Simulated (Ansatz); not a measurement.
**Single-point calculation, with input and output: AuH4O4**

- system: AuH4O4, multiplicity 2
- method: UKS PBE0-D4/def2-TZVPD (Ansatz 0.2.0)

The geometry comes from this level: PBE0-D4/def2-SVPD.

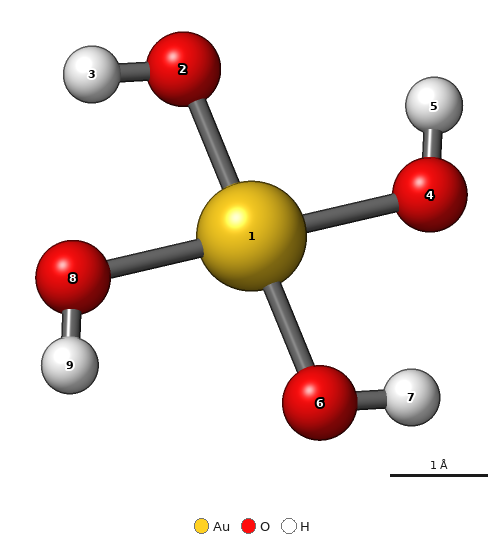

**Figure 1.** The structure (ball-and-stick view, seen at an oblique angle; atoms are numbered from 1 in the order of the input). Sticks mark near contacts.

## Summary

```csv
quantity,value
outcome,converged
total energy,−11938.8440 eV
mean-field energy,−11938.6974 eV
dispersion energy,−0.1466 eV
⟨S²⟩,0.758
SCF solution under orbital rotations,stable
HOMO (either spin),−7.83 eV
LUMO (either spin),−6.09 eV
hardware,"4 threads of AMD EPYC, 15 GiB of memory available, shared host"
wall time,6.5 s (CPU time 25 s)
peak memory,1.2 GiB
```

## Input file
```yaml
crystal:
  periodic: [false, false, false]
  atoms:
    - {symbol: Au, position_ang: [0.000141, -0.000033, 0.006313]}
    - {symbol: O, position_ang: [1.877109, 0.320399, -0.035915]}
    - {symbol: H, position_ang: [2.284532, -0.564834, -0.053291]}
    - {symbol: O, position_ang: [-0.508036, 1.903376, 0.030895]}
    - {symbol: H, position_ang: [0.286452, 2.445829, -0.008615]}
    - {symbol: O, position_ang: [-1.876929, -0.320443, 0.043938]}
    - {symbol: H, position_ang: [-2.284510, 0.564818, 0.055033]}
    - {symbol: O, position_ang: [0.508415, -1.903465, -0.013928]}
    - {symbol: H, position_ang: [-0.287185, -2.445626, -0.024420]}
basis:
  gaussian: {orbitals: def2-TZVPD, initial_orbitals: start.molden}
magnetization: {spin_polarized: true, initial_magnetization: 1}
hamiltonian: {xc: pbe0, dispersion: d4}
scf: {omitted_lower_state_checks: [starts]}
output: {orbitals: {seedname: orbitals}}
```

Run as:
```bash
ansatz run in.yaml --threads 4 --pin off --events-out ev --progress --plain --max-ram 3916MiB
```

## What the program printed
```
Functional definition: PBE0
  name "PBE0"
  cite "Adamo & Barone, J. Chem. Phys. 110, 6158 (1999) doi:10.1063/1.478522"
  cite "Perdew, Burke & Ernzerhof, Phys. Rev. Lett. 77, 3865 (1996) doi:10.1103/PhysRevLett.77.3865"
  parent pbe
  parameter a = 0.25
  parameter kappa = 0.804
  parameter beta = 0.06672455060314922
  exchange = (1 - a)*pbe_x(kappa = kappa, mu = beta*pi^2/3) + a*exact_x
  correlation = pbe_c(beta = beta)
these checks for a lower state are left out or cut short: starts
1351 factors; their error is unknown
mean field evaluation 1: about -11934.6606 eV, gradient 1.3e2 eV
mean field evaluation 2: about -11938.6081 eV, gradient 3.4e0 eV
mean field evaluation 4: about -11938.6972 eV, gradient 2.9e-1 eV
mean field evaluation 8: about -11938.6974 eV, gradient 1.3e-4 eV
mean field evaluation 16: about -11938.6974 eV, gradient 1.8e-6 eV
mean field -11938.69737686 eV, -438.7390362597 hartree, gradient 1.8e-6 eV, S^2 0.758361; 0 other end points of the search recorded, 0 dependent functions left out
reference -11938.69742904 eV, -438.7390381774 hartree; 28, 27 occupied and 211, 212 virtual orbitals, 1351 factors
Total energy: -11938.84400040 eV, -438.7444245755 hartree
Checks for a lower state left out: starts
```

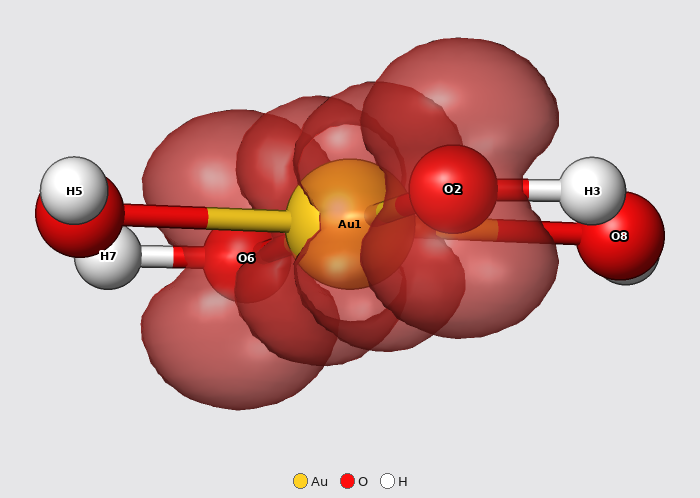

**Figure 2.** Isosurface of the spin density at +0.03 e/Å³ (red), seen from the side. The unpaired spin (1 electron) lies mostly on O2 (about 0.4), O6 (about 0.4) and Au1 (about 0.3), in electrons by Hirshfeld's partition.

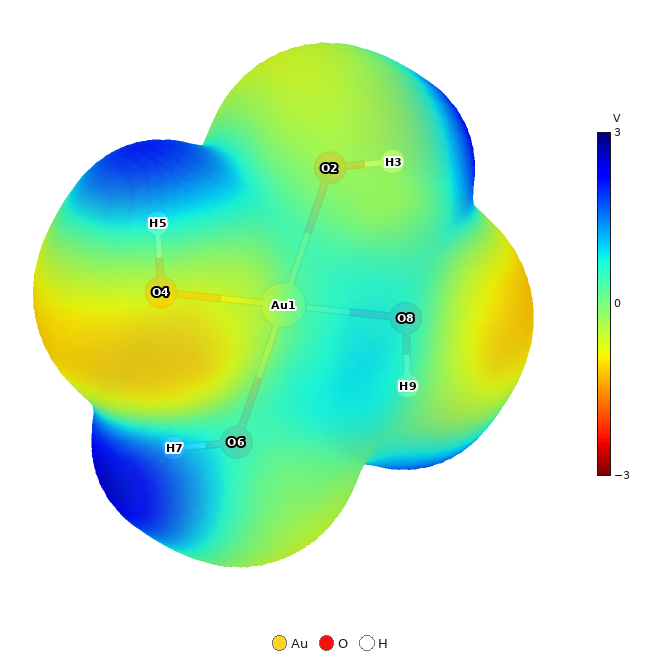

**Figure 3.** The molecular electrostatic potential painted on the density surface at 0.002 e/bohr³, seen at a tilt; the colour scale runs from red (negative) to blue (positive). A positive charge is drawn to the negative regions and a negative charge to the positive ones.

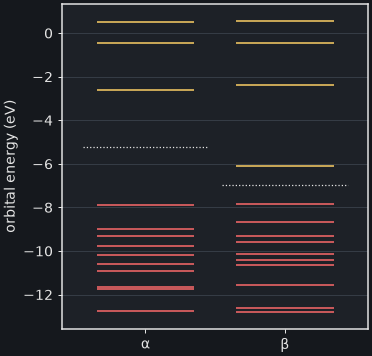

**Figure 4.** Orbital energies near the frontier for α and β spins; the dotted line parts filled from empty levels, and levels within 0.02 eV of each other stand side by side. α: highest filled −7.88 eV, lowest empty −2.59 eV, 5.29 eV apart; β: highest filled −7.83 eV, lowest empty −6.09 eV, 1.74 eV apart.
